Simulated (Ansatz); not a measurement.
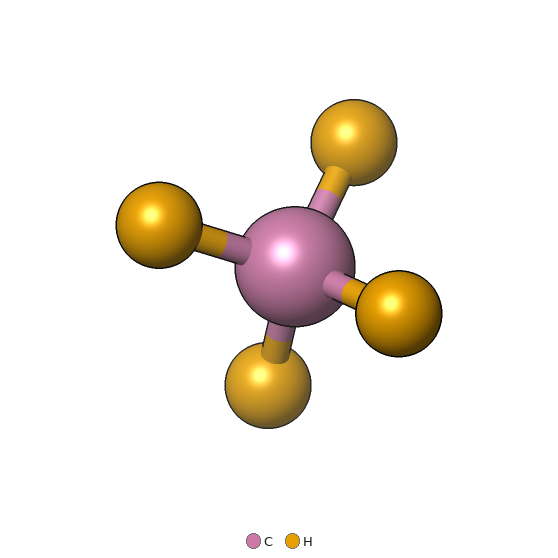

What does the picture show?

Formula CH4. This geometry has Td symmetry. Coordination: 1 C tetrahedral.

More results for the same structure follow; atom numbers are the same in all pictures, views and colours differ. The geometry was computed by an optimisation with PBE0-D4/def2-TZVP.

**Shape**

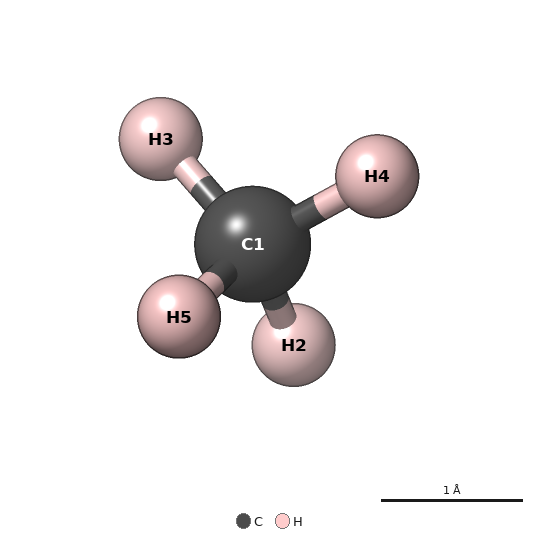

Which atoms are bonded, and how long are the bonds?

| bond | length (Å) |
| --- | --- |
| C1–H2 | 1.090 |
| C1–H3 | 1.090 |
| C1–H4 | 1.090 |
| C1–H5 | 1.090 |

**Vibrations**

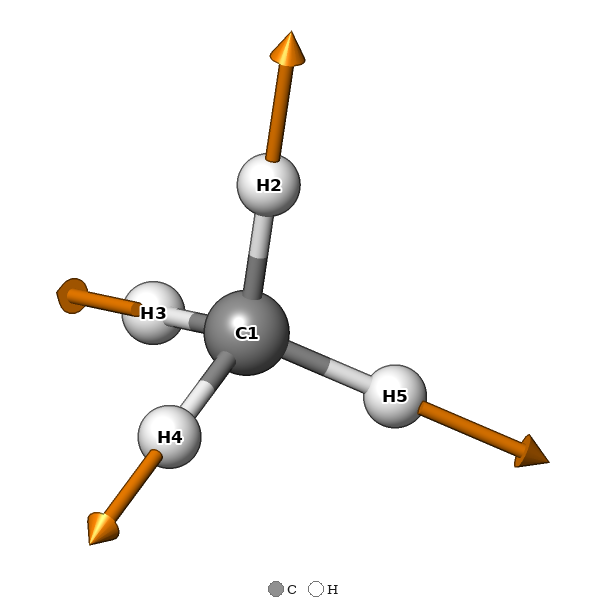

The arrows show one normal mode. Harmonic vibrations computed with RKS PBE0-D4/def2-TZVP (Ansatz 0.2.0) at a stationary point of the same level.

**What kind of motion is it?**

Mostly in-phase stretching of 4 C–H bonds.

**At what wavenumber does it lie?**

3047 cm⁻¹; it is mode 6 of 9 counted from the lowest.

**Charges**

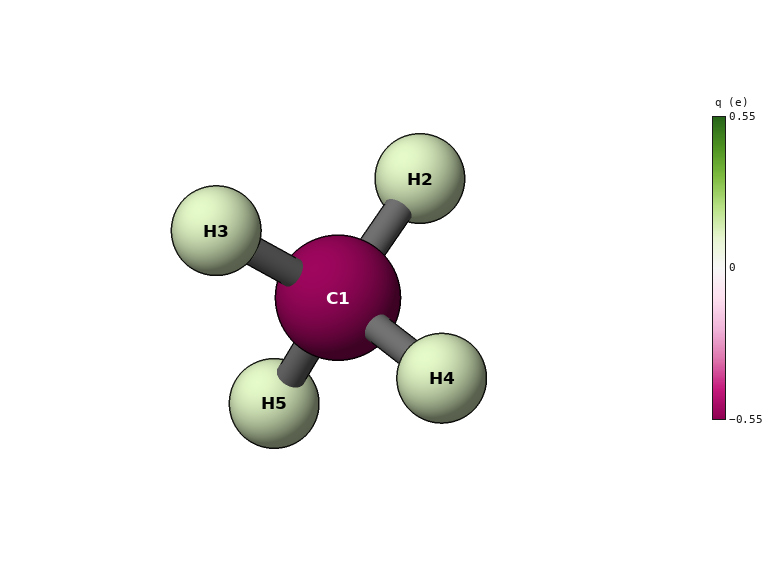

Atoms are coloured by their Mulliken charges. Level of theory: RKS PBE0-D4/def2-TZVP (Ansatz 0.2.0).

List the Mulliken charges.

```tsv
atom	value (e)
C1	−0.53
H2	0.13
H3	0.13
H4	0.13
H5	0.13
```

**Electronic properties**

Properties computed with RKS PBE0-D4/def2-TZVPP (Ansatz 0.2.0).

**Estimate the HOMO energy (Kohn–Sham orbital).**

−10.98 eV.

**Give the HOMO–LUMO gap at this level.**

12.68 eV.

Mulliken values depend strongly on the basis set and can even reverse the polarity of a bond.
